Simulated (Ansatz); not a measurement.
**MnVC₆N₆: density, localisation and related maps**

Input file:

```
crystal:
  lattice:
    - [0.0, 5.154052174, 5.154052174]
    - [5.154052174, 0.0, 5.154052174]
    - [5.154052174, 5.154052174, 0.0]
  atoms:
    - { symbol: Mn, position: [0.5, 0.5, 0.5], spin: 1.88 }
    - { symbol: V, position: [0.0, 0.0, 0.0], spin: -1.42 }
    - { symbol: C, position: [0.798826091, 0.201173909, 0.201173909] }
    - { symbol: C, position: [0.201173909, 0.798826091, 0.201173909] }
    - { symbol: C, position: [0.201173909, 0.201173909, 0.798826091] }
    - { symbol: C, position: [0.201173909, 0.798826091, 0.798826091] }
    - { symbol: C, position: [0.798826091, 0.201173909, 0.798826091] }
    - { symbol: C, position: [0.798826091, 0.798826091, 0.201173909] }
    - { symbol: "N", position: [0.6852747243, 0.3147252757, 0.3147252757] }
    - { symbol: "N", position: [0.3147252757, 0.6852747243, 0.3147252757] }
    - { symbol: "N", position: [0.3147252757, 0.3147252757, 0.6852747243] }
    - { symbol: "N", position: [0.3147252757, 0.6852747243, 0.6852747243] }
    - { symbol: "N", position: [0.6852747243, 0.3147252757, 0.6852747243] }
    - { symbol: "N", position: [0.6852747243, 0.6852747243, 0.3147252757] }
basis:
  ecutwfc: 420
kpoints:
  mp_grid: { grid: [6, 6, 6] }
hamiltonian:
  xc: pbe
scf:
  occupations: { method: gaussian, width: 0.1 }
output:
  forces: true
  stress: true
  eigenvalues: true
  populations: true
  write_density: true
  write_potential: true
  elf: true
  volumetric_format: npy
magnetization:
  spin_polarized: true
relax:
  adjacent_minimum: "off"
  f_tol: 0.01
  max_steps: 80
  cell: { stress_tol: 0.05 }
```

Launched as:

```sh
ansatz run input.yaml --threads 1 --pin off --max-ram 2560MiB --backend cpu --events-out ev --progress --plain --runs-dir out
```

Below, planes, directions and counts refer to the conventional cell (a = 10.32 Å, b = 10.32 Å, c = 10.32 Å, α = 90.00°, β = 90.00°, γ = 90.00°).

The fields are those of the run's last geometry, not of the input's.

Space group Fm-3m; a structure generated by program, which may or may not match a known phase; spin-polarised.

Level of theory: Ansatz, DFT PBE, scalar-relativistic, plane waves, PAW.

In a PAW calculation such maps are meaningful between the atoms, not at the nuclei.

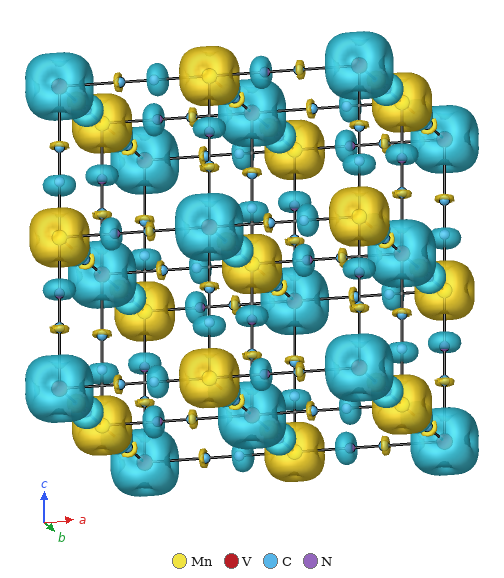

Figure 1. Isosurfaces of the spin density at +0.05 (yellow) and −0.05 e/Å³ (cyan), seen at an oblique angle. Sticks mark near contacts.

Describe the spin distribution.

The spin density sits on Mn: +1.7 μB (×4); V: −1.3 μB (×4) in one cell of 56 atoms: ferrimagnetic (opposed moments on unlike sites) in this solution. The cell of the calculation (14 atoms) carries 0.0 μB of net spin moment.

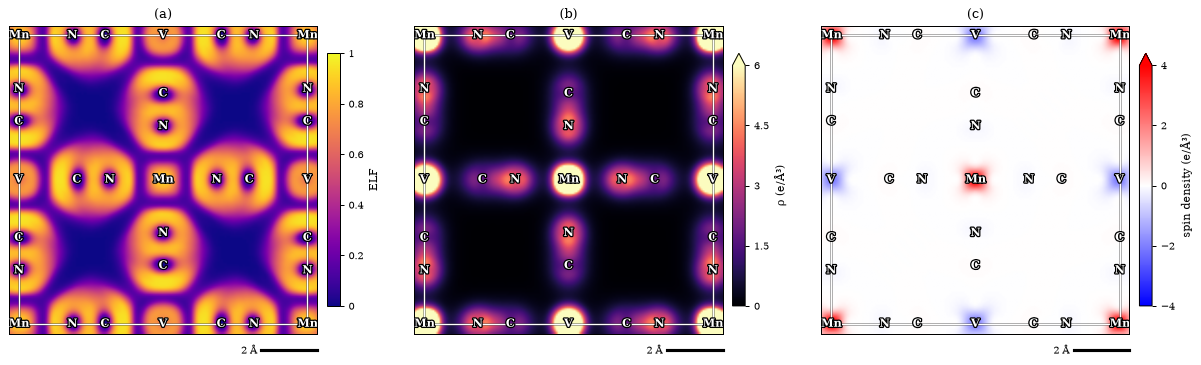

Figure 2. (a) electron localisation function; (b) valence pseudo-density; (c) spin density (up minus down) on the (001) plane of the conventional cell.

Read the bonding off the picture.

The plane passes through Mn, V, C and N nuclei.
C–N (1.17 Å): ρ at the midpoint is about 3.5 e/Å³; the ELF peaks at about 0.85 between the atoms (inside overlapping PAW spheres, so only a guide); a short, multiple covalent bond.
Mn–N (1.91 Å): the density is about 0.78 e/Å³ at the midpoint; the ELF peaks at about 0.90 in the valence shell of N, 0.6 Å from its nucleus, and is about 0.30 at the midpoint (no localised pair shows between them).
V–C (2.08 Å): the density is about 0.61 e/Å³ at the midpoint; the ELF peaks at about 0.95 in the valence shell of C, 0.6 Å from its nucleus, and is about 0.35 at the midpoint.
The density dies away to nearly zero in the voids.
The features right at Mn and V lie inside the PAW spheres, where the map follows smoothed inner orbitals and isn't to be read closely.

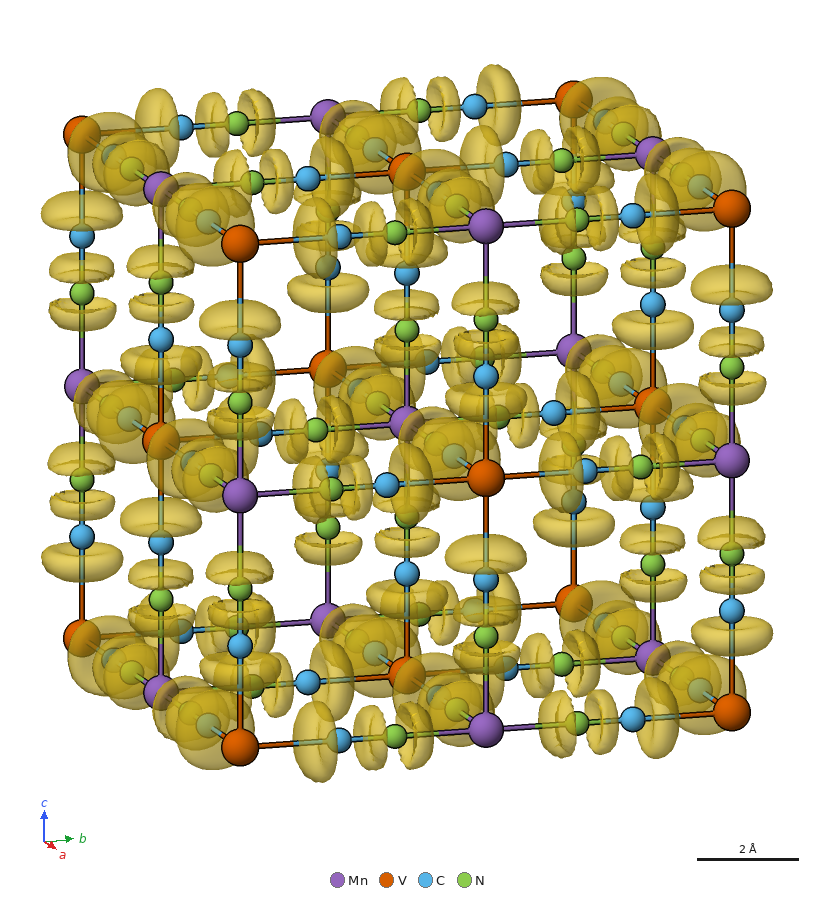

Figure 3. Isosurface of the electron localisation function at 0.8 (yellow), seen slightly off an axis. Core shells and regions of very low density are left out. Sticks mark near contacts.

What do the ELF domains correspond to?

The surface consists of 24 regions between bonded C–N atoms (shared pairs), 24 lobes of the valence shell of C pointing towards V (polar bonds) and 24 lobes of the valence shell of N pointing towards Mn, counted in one cell of 56 atoms. Any copies at cell faces, edges or corners count once.
